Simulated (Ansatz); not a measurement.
# BSiH4O2F (SMILES OB(F)O[SiH3]): methods side by side

BSiH4O2F has 9 atoms, charge 0, and is taken as a singlet. As SMILES, `OB(F)O[SiH3]`. The shape is that of a PBE0-D4/def2-TZVP optimisation. This is one conformer, not always the lowest.

```xyz
9

O    -1.6141    0.5567    0.3940
B    -0.3954    1.1571    0.3527
F    -0.2773    2.4508    0.6579
O     0.7089    0.4669    0.0062
Si    0.9342   -1.1149   -0.4250
H    -2.3225    1.1499    0.6541
H     2.3819   -1.2739   -0.6909
H     0.1545   -1.4276   -1.6478
H     0.5182   -2.0110    0.6818
```

Quantity: the energy change with the Si5–H8 bond stretched from 1.484 to 2.225 Å, in eV. The values are calculated.

```
                                             level                    kind  program  value (eV)
    BLYP/6-31G* (spherical functions) (restricted)                     GGA   Ansatz        1.78
  r2SCAN/6-31G* (spherical functions) (restricted)                meta-GGA   Ansatz        1.94
   BHLYP/6-31G* (spherical functions) (restricted)           global hybrid   Ansatz        2.18
   HSE06/6-31G* (spherical functions) (restricted)  range-separated hybrid   Ansatz        1.99
  B2PLYP/6-31G* (spherical functions) (restricted)           double hybrid   Ansatz        2.03
 RPA@PBE/6-31G* (spherical functions) (restricted)                     RPA   Ansatz        1.85
RPA@PBE0/6-31G* (spherical functions) (restricted)                     RPA   Ansatz        1.95
     MP2/6-31G* (spherical functions) (restricted)     perturbation theory   Ansatz        2.10
    CCSD/6-31G* (spherical functions) (restricted)   coupled cluster or CI   Ansatz        1.90
```

The first shape isn't each level's own minimum. The values span 1.78 to 2.18 eV.

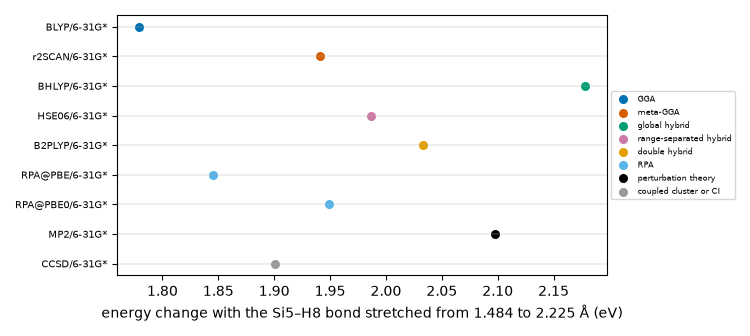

The values of the table, level by level.
